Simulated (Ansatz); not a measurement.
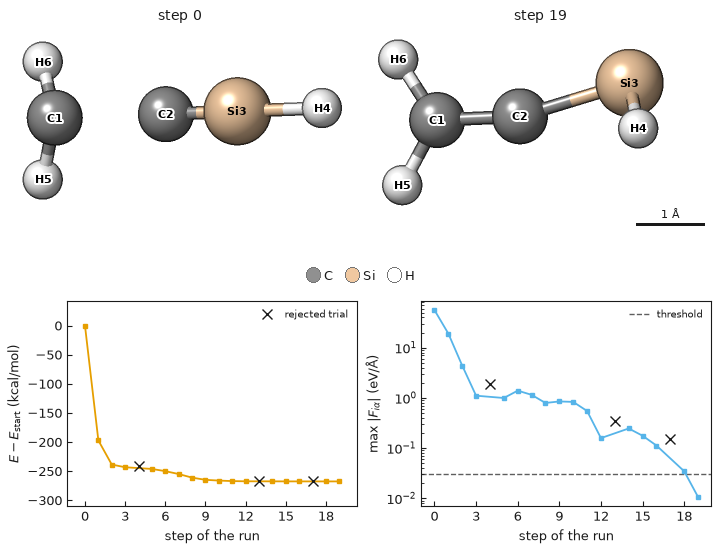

First and last geometry of a relaxation of C$_{2}$H$_{3}$Si (multiplicity 2), with the history of the run. Style: ball-and-stick. Shown at a tilt.

It is one of the separated reactants of a reaction.

Method: Ansatz 0.2.0, UKS PBE-D4/def2-SVP. Set-up: force threshold 0.03 eV/Å; at most 250 steps.

Question: What do the curves and the structures tell?

Answer: It converged. The largest moves after the best rigid fit, 0.77 Å, are those of Si3 and H4. By element the largest moves are H 0.77 Å, Si 0.77 Å, C 0.35 Å. Near-neighbour distances that change, for instance: C2–Si3 1.210 → 1.768 Å, C1–C2 1.803 → 1.325 Å, Si3–H4 1.420 → 1.532 Å, C1–H5 1.060 → 1.108 Å. New bonds form: C1–C2 (1.80 → 1.32 Å). Among the angles between lasting bonds that change: C2–Si3–H4 179.3° → 100.7°, H5–C1–H6 112.4° → 115.9°. The energy falls by 267.5 kcal/mol in 16 accepted moves (19 points after the start). Largest force component: 56 eV/Å at the start, 0.011 eV/Å at the end. The line search rejected the trial steps at points 4, 13, 17 of the run.

```
step  E − E(0), kcal/mol  largest force component, eV/Å      note
   0                0.00                        56.1672          
   1             -197.05                        19.1170          
   2             -238.49                         4.3972          
   3             -243.13                         1.1068          
   4             -240.34                         1.8573  rejected
   5             -246.04                         0.9954          
   6             -249.85                         1.3943          
   7             -254.78                         1.1517          
   8             -260.97                         0.7927          
   9             -264.73                         0.8496          
  10             -266.01                         0.8326          
  11             -266.90                         0.5487          
  12             -267.26                         0.1581          
  13             -266.04                         0.3505  rejected
  14             -267.34                         0.2459          
  15             -267.40                         0.1763          
  16             -267.43                         0.1125          
  17             -267.29                         0.1529  rejected
  18             -267.45                         0.0345          
  19             -267.45                         0.0106
```
